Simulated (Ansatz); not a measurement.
Cs$_{2}$HgPdCl$_{6}$ (space group I4/mmm)

```cif
data_Cl12Cs4Hg2Pd2
_chemical_formula_sum 'Cs4 Hg2 Pd2 Cl12'
_space_group_name_H-M_alt 'I4/mmm'
_space_group_IT_number 139
_space_group_name_Hall '-I 4 2'
_cell_length_a 7.49112
_cell_length_b 7.49112
_cell_length_c 10.75886
_cell_angle_alpha 90.000
_cell_angle_beta 90.000
_cell_angle_gamma 90.000
loop_
_atom_site_label
_atom_site_type_symbol
_atom_site_symmetry_multiplicity
_atom_site_Wyckoff_symbol
_atom_site_fract_x
_atom_site_fract_y
_atom_site_fract_z
_atom_site_occupancy
Cs1 Cs 4 d 0.00000 0.50000 0.25000 1
Hg1 Hg 2 b 0.00000 0.00000 0.50000 1
Pd1 Pd 2 a 0.00000 0.00000 0.00000 1
Cl1 Cl 4 e 0.00000 0.00000 0.28197 1
Cl2 Cl 8 h 0.21975 0.21975 0.00000 1
```
(The calculation used a cell of 10 atoms; values per cell refer to that cell.)

This relaxed cell (volume V₀) is scaled evenly in all directions, its shape held. The atoms relax within the cell's symmetry.

These are r2SCAN (plane waves to 500 eV, PAW, scalar-relativistic; Ansatz, a program for electronic structure) values and carry that method's errors. k mesh 6×6×6 (Γ-centred), Fermi-Dirac smearing 0.05 eV. Energies are smeared free energies. With the shape held, the modulus is that of even scaling; a crystal free to change shape is softer. Cs2HgPdCl6 is run without spin polarisation and with no Hubbard U. Cs2HgPdCl6 was relaxed with its symmetry unable to fall. Spin-orbit coupling is left out, though Hg is heavy. ΔE is measured from the relaxed starting cell.

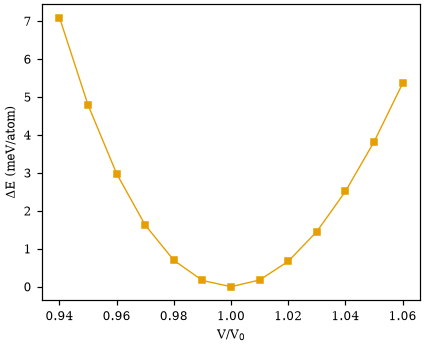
Fig. 1. ΔE (meV/atom) against V/V₀; computed points joined by lines.

Q: What bulk modulus at fixed cell shape B₀ follows from a third-order Birch-Murnaghan fit?

A: About 18 GPa.

Q: What is ΔE at V/V₀ = 0.940?

A: About 7.1 meV/atom.

Q: What is ΔE at V/V₀ = 1.060?

A: About 5.4 meV/atom.

(Under strain, the slope of the energy per volume gives the stress and its curvature an elastic modulus.)
